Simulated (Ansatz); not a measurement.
# BFH₃InO: trial inputs and their diagnosis

Aim: try 3 inputs for BFH₃InO as typed, read how each ends, and find what has to change.

The runs use Ansatz 0.2.0, Gaussian basis; the settings change from run to run.

1 further run of the same task is left out (for a known fault of the program).

### Step 1. The geometry

The structure was relaxed beforehand with PBE0-D4 in a triple-zeta def2 set. In takes a core potential in def2 sets; no spin-orbit term is included.

SMILES `FB[O][InH2]`, 7 atoms, charge 0, spin multiplicity 1.

Atoms are counted from 1 here; the program's logs count them from 0.

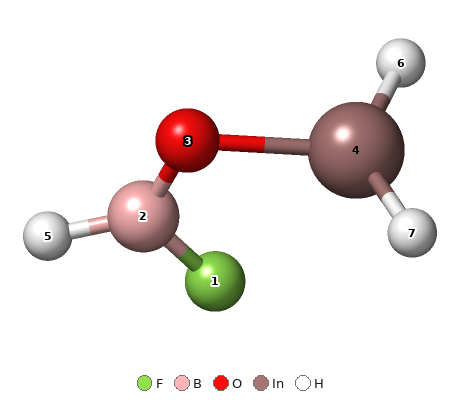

The structure; fluorine green, boron pink, oxygen red, indium brown, hydrogen white; atoms are numbered from 1 in the order of the file.

As a file:

```
F    -0.11327   -1.45036    0.49437
B     1.01468   -0.66220    0.65844
O     0.95409    0.55662    0.17980
In   -0.91086    0.80951   -0.67125
H     1.93364   -1.17626    1.22300
H    -2.00392    1.47863    0.44898
H    -0.87437    0.44405   -2.33333
```

### Step 2. Attempt 1

File in.yaml:

```yaml
crystal:
  periodic: [false, false, false]
  atoms:
    - {symbol: F, position_ang: [-0.249197, -3.190785, 1.087609]}
    - {symbol: B, position_ang: [2.232302, -1.456838, 1.448559]}
    - {symbol: O, position_ang: [2.099002, 1.224572, 0.395561]}
    - {symbol: In, position_ang: [-2.003895, 1.780919, -1.476740]}
    - {symbol: H, position_ang: [4.254007, -2.587761, 2.690590]}
    - {symbol: H, position_ang: [-4.408613, 3.252986, 0.987752]}
    - {symbol: H, position_ang: [-1.923606, 0.976907, -5.133331]}
basis:
  gaussian: {orbitals: def2-TZVPD}
hamiltonian: {xc: {name: B97M-V}}
scf: {lower_state_search: off}
output: {forces: true}
```

The run is started by

```console
$ ansatz run in.yaml --threads 2 --pin off --events-out ev --progress --plain --max-ram 4352MiB
```

Output:

```text
Functional definition: B97M-V
  name "B97M-V"
  cite "Mardirossian & Head-Gordon, J. Chem. Phys. 142, 074111 (2015) doi:10.1063/1.4907719"
  cite "Becke, J. Chem. Phys. 107, 8554 (1997) doi:10.1063/1.475007"
  cite "Vydrov & Van Voorhis, J. Chem. Phys. 133, 244103 (2010) doi:10.1063/1.3521275"
  # Of w^i u^j: cxij and so on, Table III.
  parameter cx00 = 1.000
  parameter cx01 = 1.308
  parameter cx02 = 1.901
  parameter cx10 = 0.416
  parameter cx11 = 3.070
  parameter css00 = 1.000
  parameter css02 = -1.855
  parameter css10 = -5.668
  parameter css32 = -20.497
  parameter css42 = -20.364
  parameter cos00 = 1.000
  parameter cos01 = 1.573
  parameter cos03 = -6.298
  parameter cos10 = 2.535
  parameter cos32 = -6.427
  parameter b = 6.0
  parameter c = 0.01
  gx(w, u) = cx00 + cx01*u + cx02*u^2 + (cx10 + cx11*u)*w
  gss(w, u) = css00 + css02*u^2 + css10*w + (css32*w^3 + css42*w^4)*u^2
  gos(w, u) = cos00 + cos01*u + cos03*u^3 + cos10*w + cos32*w^3*u^2
  exchange = spin_sum(e_x_unif_s*gx(b97_w, b97_u_x))
  correlation = spin_sum(e_c_pw_mod_same_spin*gss(b97_w, b97_u_same))
      + integral(e_c_pw_mod_opposite_spin*gos(b97_w_opposite, b97_u_opposite)) + vv10(b, c)
these checks for a lower state are left out or cut short: stability, starts, cluster_reference, orbital_swaps, neighbouring_geometries, increment
1130 factors; their error is unknown
mean field evaluation 1: about -10590.3570 eV, gradient 1.1e2 eV
mean field evaluation 2: about -9620.9646 eV, gradient 2.0e2 eV
mean field evaluation 4: about -10580.5510 eV, gradient 1.3e2 eV
mean field evaluation 8: about -10639.0207 eV, gradient 1.7e1 eV
mean field evaluation 16: about -10642.0849 eV, gradient 2.3e-1 eV
mean field evaluation 32: about -10642.1108 eV, gradient 5.1e-2 eV
Error: SIGTERM received: run cancelled behind 43 evaluations of the mean field
```

Wall time 91 s (2 threads of Arm Neoverse N1, shared host).

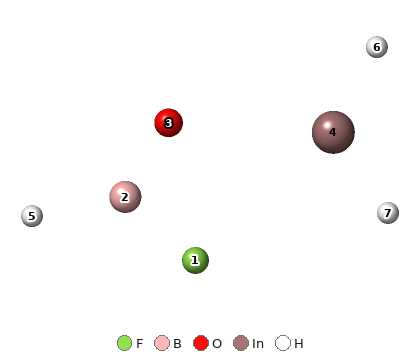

The geometry of this input.

Diagnosis: Time ran out. The geometry is stretched to more than twice its size. The shortest distance is 2.63 Å (B2–H5), against 1.19 Å in the relaxed molecule. Cure: use the relaxed coordinates.

### Step 3. Attempt 2

File in.yaml:

```yaml
crystal:
  periodic: [false, false, false]
  atoms:
    - {symbol: F, position_ang: [-0.249197, -3.190785, 1.087609]}
    - {symbol: B, position_ang: [2.232302, -1.456838, 1.448559]}
    - {symbol: O, position_ang: [2.099002, 1.224572, 0.395561]}
    - {symbol: In, position_ang: [-2.003895, 1.780919, -1.476740]}
    - {symbol: H, position_ang: [4.254007, -2.587761, 2.690590]}
    - {symbol: H, position_ang: [-4.408613, 3.252986, 0.987752]}
    - {symbol: H, position_ang: [-1.923606, 0.976907, -5.133331]}
basis:
  gaussian: {orbitals: x2c-TZVPPall}
hamiltonian: {xc: {name: B2GP-PLYP}}
scf: {lower_state_search: off}
output: {forces: true}
```

The command is unchanged.

Output, shortened:

```text
Functional definition: B2GP-PLYP
  name "B2GP-PLYP"
  cite "Karton, Tarnopolsky, Lamère, Schatz & Martin, J. Phys. Chem. A 112, 12868 (2008) doi:10.1021/jp801805p"
  cite "Becke, Phys. Rev. A 38, 3098 (1988) doi:10.1103/PhysRevA.38.3098"
  cite "Lee, Yang & Parr, Phys. Rev. B 37, 785 (1988) doi:10.1103/PhysRevB.37.785"
[...]
1390 factors; integrals over basis functions are off by at most 1.3e-3 eV
[...]
mean field -165463.48346930 eV, -6080.6708623196 hartree, gradient 9.0e-6 eV, S^2 0.000000; 0 other end points of the search recorded, 0 dependent functions left out; unrestricted orbitals would lower it
21 core orbitals not correlated: weight in the atoms' cores, before any rotation towards them, 1.000 or more for the frozen orbitals, at most 0.000 for the correlated occupied ones
reference -165463.48367657 eV, -6080.6708699365 hartree; 16, 16 occupied and 158, 158 virtual orbitals, 1390 factors
second order -39.86138323 eV of doubles, -0.00000000 eV of singles
[...]
Total energy: -165477.83377453 eV, -6081.1982263098 hartree
Relativity: scalar
Atom 0 at    -0.249197    -3.190785     1.087609 Å, force     0.233220     0.282262    -0.011897 eV/Å
Atom 1 at     2.232302    -1.456838     1.448559 Å, force     1.283759     0.482829     0.343502 eV/Å
Atom 2 at     2.099002     1.224572     0.395561 Å, force    -0.284916    -1.379055     0.395327 eV/Å
Atom 3 at    -2.003895     1.780919    -1.476740 Å, force     0.005345    -0.099260     0.050402 eV/Å
Atom 4 at     4.254007    -2.587761     2.690590 Å, force    -1.451031     0.700810    -0.850857 eV/Å
Atom 5 at    -4.408613     3.252986     0.987752 Å, force     0.012108     0.093246     0.270233 eV/Å
Atom 6 at    -1.923606     0.976907    -5.133331 Å, force     0.201515    -0.080833    -0.196711 eV/Å
Dipole moment:    -2.246556     2.142816    -1.700053 e Å
Checks for a lower state left out: starts, cluster_reference, orbital_swaps, neighbouring_geometries, increment
```

It took 44 s on 2 threads of Arm Neoverse N1, shared host; peak memory 0.71 GiB.

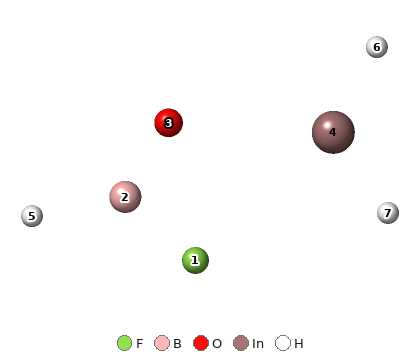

The geometry of this input.

**Diagnosis.** It ended without an error, which proves nothing about the input. The geometry is stretched to more than twice its size. The shortest distance is 2.63 Å (B2–H5), against 1.19 Å in the relaxed molecule. Its energy is no property of the relaxed molecule. Cure: use the relaxed coordinates.

### Step 4. Attempt 3

File in.yaml:

```yaml
crystal:
  periodic: [false, false, false]
  atoms:
    - {symbol: Xx, position_ang: [-0.113271, -1.450357, 0.494368]}
    - {symbol: B, position_ang: [1.014683, -0.662199, 0.658436]}
    - {symbol: O, position_ang: [0.954092, 0.556624, 0.179801]}
    - {symbol: In, position_ang: [-0.910862, 0.809509, -0.671246]}
    - {symbol: H, position_ang: [1.933640, -1.176255, 1.222995]}
    - {symbol: H, position_ang: [-2.003915, 1.478630, 0.448978]}
    - {symbol: H, position_ang: [-0.874366, 0.444049, -2.333332]}
basis:
  gaussian: {orbitals: x2c-TZVPPall}
hamiltonian: {xc: {name: HF}}
correlation: {method: rpa}
```

The command is unchanged.

Output:

```text
Error: YAML parse error: error: line 4 column 16: `Xx` is not an element symbol (H … Og, case-exact)
 --> <input>:4:16
  |
2 |   periodic: [false, false, false]
3 |   atoms:
4 |     - {symbol: Xx, position_ang: [-0.113271, -1.450357, 0.494368]}
  |                ^ `Xx` is not an element symbol (H … Og, case-exact)
5 |     - {symbol: B, position_ang: [1.014683, -0.662199, 0.658436]}
6 |     - {symbol: O, position_ang: [0.954092, 0.556624, 0.179801]}
  |
```

Run time: 0.05 s. Hardware: 2 threads of Arm Neoverse N1, shared host.

**Diagnosis.** Refused before any calculation. An element symbol is wrong. To mend it, correct the symbol.

### Step 5. How the tries ended

| attempt | level | ended | cause | time |
| --- | --- | --- | --- | --- |
| 1 | B97M-V/def2-TZVPD | timeout | the geometry is stretched to more than twice its size | 91 s |
| 2 | B2GP-PLYP/x2c-TZVPPall | converged | the geometry is stretched to more than twice its size | 44 s |
| 3 | RPA/x2c-TZVPPall | refused | an element symbol is wrong | 0.05 s |

1 timeout, 1 converged, 1 refused. A refusal costs next to no computing time. The dangerous case is the input that converges on a wrong geometry, charge, spin, basis or grid: often only a look at the input shows it.
